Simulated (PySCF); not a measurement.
# Ga2H6O2 ((H2Ga-mu-OH)2): levels of theory compared

Wanted: a comparison of 4 runs (B3LYP/6-31G*, BP86/6-311G**, CAM-B3LYP/def2-SVPD, MP2/def2-SVP) of Ga2H6O2 ((H2Ga-mu-OH)2). Input form: a Python script.

The results are computed with PySCF 2.14.0.

## 1. Starting point

Ga2H6O2: 10 atoms, total charge 0, spin state singlet. Geometry: a GFN2-xTB relaxation, a rough one for these elements and not checked as a minimum.

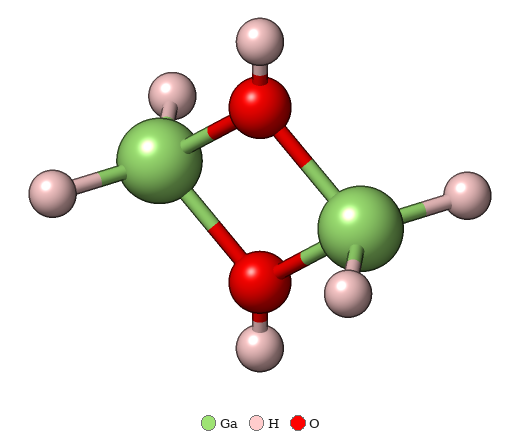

Viewed from a chosen angle; gallium green, hydrogen pink, oxygen red.

## 2. Energy and forces at B3LYP/6-31G(d) (spherical functions) (run 1)

calc.py reads:

```python
# (H2Ga-mu-OH)2
import pyscf.grad
from pyscf import gto, dft

mol = gto.M(
    atom='''
Ga    -1.274960    -2.180990     1.212940
H      0.417913    -4.061324     2.641214
H     -4.161460    -2.336627     0.921922
O     -0.273198     1.285694     2.020042
Ga     1.272542     2.181443    -1.214036
H     -0.425226     4.059226    -2.639551
H      4.159306     2.341673    -0.927685
O      0.274728    -1.286091    -2.018719
H     -0.475890     2.250985     3.541781
H      0.486208    -2.253990    -3.537889
''',
    max_memory=1860,
    basis='6-31g*',
    unit='bohr',
    charge=0,
    verbose=4,
    spin=0,
)

ks = dft.RKS(mol, xc='b3lyp')
ks.conv_tol = 1e-10
ks.grids.level = 5
ks.kernel()
if not ks.converged:
    ks = ks.newton().run(ks.mo_coeff, ks.mo_occ)

energy = ks.e_tot
print('E(%s) = %.9f' % ('B3LYP', energy))
grad = ks.Gradients().kernel()
ks.analyze()
```

Started as:

```
$ OMP_NUM_THREADS=1 python calc.py
```

What it wrote:

```text
PySCF version 2.14.0

[... 78 lines left out ...]
converged SCF energy = -4003.3644323974
[... 25 lines left out ...]
MO #4   energy= -45.9376699700624  occ= 2
[... 9 lines left out ...]
MO #14  energy= -5.5103574735889   occ= 2
[... 9 lines left out ...]
MO #24  energy= -0.829901774621681 occ= 2
[... 9 lines left out ...]
MO #34  energy= -0.479169718184516 occ= 2
[... 9 lines left out ...]
MO #44  energy= 0.0115621696213695 occ= 0
[... 9 lines left out ...]
MO #54  energy= 0.158686398988826  occ= 0
[... 9 lines left out ...]
MO #64  energy= 0.52876475526205   occ= 0
[... 9 lines left out ...]
MO #74  energy= 1.04388241139104   occ= 0
[... 9 lines left out ...]
MO #84  energy= 1.72916743931377   occ= 0
[... 9 lines left out ...]
MO #94  energy= 2.51008906765214   occ= 0
[... 9 lines left out ...]
MO #104 energy= 3.0146114540852    occ= 0
[... 78 lines left out ...]
pop of  4 Ga 4dx2-y2      0.00345
pop of  4 Ga 5dxy         0.00112
pop of  4 Ga 5dyz         0.00079
pop of  4 Ga 5dz^2        0.00087
pop of  4 Ga 5dxz         0.00108
pop of  4 Ga 5dx2-y2      0.00118
pop of  5 H 1s            1.07907
pop of  5 H 2s            0.00301
pop of  6 H 1s            1.07911
pop of  6 H 2s            0.00301
pop of  7 O 1s            1.99995
pop of  7 O 2s            1.58230
pop of  7 O 3s            0.00257
pop of  7 O 2px           1.87096
pop of  7 O 2py           1.62796
pop of  7 O 2pz           1.52157
pop of  7 O 3px           0.00288
pop of  7 O 3py           0.00148
pop of  7 O 3pz           0.00167
pop of  7 O 3dxy          0.00028
pop of  7 O 3dyz          0.00214
pop of  7 O 3dz^2         0.00129
pop of  7 O 3dxz          0.00042
pop of  7 O 3dx2-y2       0.00048
pop of  8 H 1s            0.64438
pop of  8 H 2s            0.01338
pop of  9 H 1s            0.64437
pop of  9 H 2s            0.01338
 ** Mulliken atomic charges  **
charge of    0Ga =      0.43793
charge of    1H =     -0.08210
charge of    2H =     -0.08206
charge of    3O =     -0.61603
charge of    4Ga =      0.43791
charge of    5H =     -0.08208
charge of    6H =     -0.08212
charge of    7O =     -0.61594
charge of    8H =      0.34223
charge of    9H =      0.34225
Dipole moment(X, Y, Z, Debye):  0.00821, -0.00405,  0.00135
```

It took 1.9 min on 1 thread of Intel Xeon at 2.50GHz (Skylake/Cascade Lake), shared host; peak memory 1 GiB.

## 3. Energy and gradient at BP86/6-311G(d,p) (run 2)

job.py reads:

```python
from pyscf import gto, dft

mol = gto.M(
    atom='''
Ga  -0.674680  -1.154130   0.641860
H    0.221150  -2.149160   1.397670
H   -2.202150  -1.236490   0.487860
O   -0.144570   0.680360   1.068960
Ga   0.673400   1.154370  -0.642440
H   -0.225020   2.148050  -1.396790
H    2.201010   1.239160  -0.490910
O    0.145380  -0.680570  -1.068260
H   -0.251830   1.191170   1.874230
H    0.257290  -1.192760  -1.872170
''',
    charge=0,
    basis='6-311g**',
    max_memory=1860,
    verbose=4,
)

calc0 = dft.RKS(mol)
calc0.xc = 'bp86'
calc0.conv_tol = 1e-10
calc0.grids.level = 5
calc0.kernel()
if not calc0.converged:
    calc0 = calc0.newton().run(calc0.mo_coeff, calc0.mo_occ)

etot = calc0.e_tot
print(f'total energy: {etot:.8f} hartree')
grad = calc0.nuc_grad_method().kernel()
calc0.analyze()
```

Started as:

```
$ OMP_NUM_THREADS=1 python job.py
```

What it wrote:

```text
PySCF version 2.14.0

[... 98 lines left out ...]
Total Energy =                       -4004.346778459354027
[... 16 lines left out ...]
MO #10  energy= -40.1721755687435  occ= 2
[... 14 lines left out ...]
MO #25  energy= -0.719329415827325 occ= 2
[... 14 lines left out ...]
MO #40  energy= -0.282002944179018 occ= 2
[... 14 lines left out ...]
MO #55  energy= 0.138727314838313  occ= 0
[... 14 lines left out ...]
MO #70  energy= 0.483131526254327  occ= 0
[... 14 lines left out ...]
MO #85  energy= 0.949568343675615  occ= 0
[... 14 lines left out ...]
MO #100 energy= 1.58328630744268   occ= 0
[... 14 lines left out ...]
MO #115 energy= 2.21163213803414   occ= 0
[... 14 lines left out ...]
MO #130 energy= 3.00193884459179   occ= 0
[... 14 lines left out ...]
MO #145 energy= 4.97533802482657   occ= 0
[... 14 lines left out ...]
MO #160 energy= 784.737327182312   occ= 0
[... 134 lines left out ...]
pop of  7 O 3s            0.00251
pop of  7 O 4s            0.00004
pop of  7 O 2px           1.86434
pop of  7 O 2py           1.62429
pop of  7 O 2pz           1.52399
pop of  7 O 3px           0.00332
pop of  7 O 3py           0.00177
pop of  7 O 3pz           0.00193
pop of  7 O 4px           0.00027
pop of  7 O 4py           0.00016
pop of  7 O 4pz           0.00012
pop of  7 O 3dxy          0.00014
pop of  7 O 3dyz          0.00122
pop of  7 O 3dz^2         0.00072
pop of  7 O 3dxz          0.00022
pop of  7 O 3dx2-y2       0.00023
pop of  8 H 1s            0.63256
pop of  8 H 2s            0.00505
pop of  8 H 3s            0.00724
pop of  8 H 2px           0.00176
pop of  8 H 2py           0.00113
pop of  8 H 2pz           0.00110
pop of  9 H 1s            0.63255
pop of  9 H 2s            0.00505
pop of  9 H 3s            0.00723
pop of  9 H 2px           0.00176
pop of  9 H 2py           0.00113
pop of  9 H 2pz           0.00110
 ** Mulliken atomic charges  **
charge of    0Ga =      0.42369
charge of    1H =     -0.08138
charge of    2H =     -0.08135
charge of    3O =     -0.61215
charge of    4Ga =      0.42366
charge of    5H =     -0.08137
charge of    6H =     -0.08140
charge of    7O =     -0.61207
charge of    8H =      0.35117
charge of    9H =      0.35119
Dipole moment(X, Y, Z, Debye):  0.00812, -0.00405,  0.00140
```

It took 2.6 min on 1 thread of Intel Xeon at 2.50GHz (Skylake/Cascade Lake), shared host; peak memory 2 GiB.

Run 3 isn't shown in full; the table further down has it.

## 4. Energy and gradient at MP2/def2-SVP (run 4)

calc.py reads:

```python
from pyscf import gto, mp

molecule = gto.M(
    atom='''
Ga    -1.274960    -2.180990     1.212940
H      0.417913    -4.061324     2.641214
H     -4.161460    -2.336627     0.921922
O     -0.273198     1.285694     2.020042
Ga     1.272542     2.181443    -1.214036
H     -0.425226     4.059226    -2.639551
H      4.159306     2.341673    -0.927685
O      0.274728    -1.286091    -2.018719
H     -0.475890     2.250985     3.541781
H      0.486208    -2.253990    -3.537889
''',
    unit='bohr',
    max_memory=1860,
    verbose=3,
    basis='def2-svp',
)

mf = molecule.RHF()
mf.conv_tol = 1e-10
mf.kernel()
if not mf.converged:
    mf = mf.newton().run(mf.mo_coeff, mf.mo_occ)

pt = mp.MP2(mf, frozen=20).run()
energy = pt.e_tot
print('Final energy', energy)
grad = pt.nuc_grad_method().kernel()
mf.analyze()
```

Started as:

```
$ OMP_NUM_THREADS=1 python calc.py
```

What it wrote:

```text
converged SCF energy = -3999.19791554767
[... 12 lines left out ...]
MO #1   energy= -378.771387545303  occ= 2
[... 10 lines left out ...]
MO #12  energy= -20.5721828712241  occ= 2
[... 10 lines left out ...]
MO #23  energy= -1.19678206165037  occ= 2
[... 10 lines left out ...]
MO #34  energy= -0.658938136321522 occ= 2
[... 10 lines left out ...]
MO #45  energy= 0.147664613789605  occ= 0
[... 10 lines left out ...]
MO #56  energy= 0.435052388726016  occ= 0
[... 10 lines left out ...]
MO #67  energy= 0.703449004640467  occ= 0
[... 10 lines left out ...]
MO #78  energy= 1.33955443663319   occ= 0
[... 10 lines left out ...]
MO #89  energy= 1.91144490866705   occ= 0
[... 10 lines left out ...]
MO #100 energy= 2.22317062765246   occ= 0
[... 10 lines left out ...]
MO #111 energy= 2.84391800903071   occ= 0
[... 10 lines left out ...]
MO #122 energy= 4.13525080308129   occ= 0
[... 11 lines left out ...]
Dipole moment(X, Y, Z, Debye):  0.00902, -0.00450,  0.00125
```

It took 90 s on 1 thread of Intel Xeon at 2.50GHz (Skylake/Cascade Lake), shared host; peak memory 2 GiB.

## 5. Overview of the runs

```csv
run,level,integration grid,frozen core orbitals,energy (Eh),dipole moment (D) of the reference,HOMO energy (eV),LUMO energy (eV),wall time
1,B3LYP/6-31G* (spherical functions),5,–,-4003.364432,0.01,-7.31,-0.67,1.9 min
2,BP86/6-311G**,5,–,-4004.346778,0.01,-6.38,-1.30,2.6 min
3,CAM-B3LYP/def2-SVPD,5,–,-4003.446152,0.01,-9.08,0.13,7.5 min
4,MP2/def2-SVP,–,20,-4000.022345,0.01,-10.94,2.65,90 s
```

## 6. Summary of results

```
                                           quantity           value
                                run 4: total energy  -4000.02234 Eh
        run 4: dipole moment (Hartree–Fock density)          0.01 D
         run 4: HOMO energy (Hartree–Fock orbitals)       -10.94 eV
         run 4: LUMO energy (Hartree–Fock orbitals)         2.65 eV
       run 4: HOMO–LUMO gap (Hartree–Fock orbitals)        13.59 eV
run 4: correlation energy (20 core orbitals frozen)      -824.4 mEh
                    run 4: largest force on an atom      0.715 eV/Å
```

What this shows: Over runs 1, 2, 3 the HOMO–LUMO gap runs from 5.07 eV (BP86/6-311G**) to 9.21 eV (CAM-B3LYP/def2-SVPD). The two ends differ in method and basis. Totals of different functionals can't be ranked against each other. All runs together took 13 min, the longest 7.5 min.
